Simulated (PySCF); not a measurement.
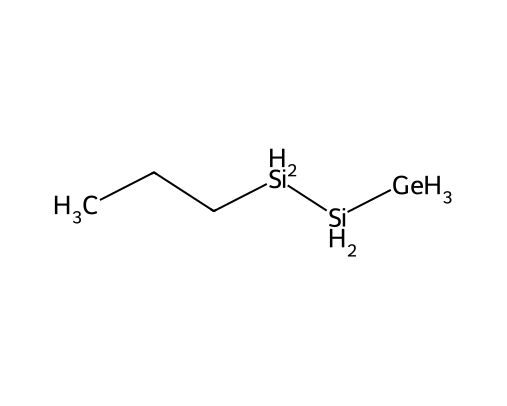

(Drawn from a calculation with PySCF.)

2D structure.

> Transcribe the drawing into SMILES.

CCC[SiH2][SiH2][GeH3]

> Give the formula, hydrogens included.

C3H14GeSi2.

> An optimisation with PBE0-D3(BJ)/def2-SVP gave a structure of which point group?

C1. Other conformers may differ.
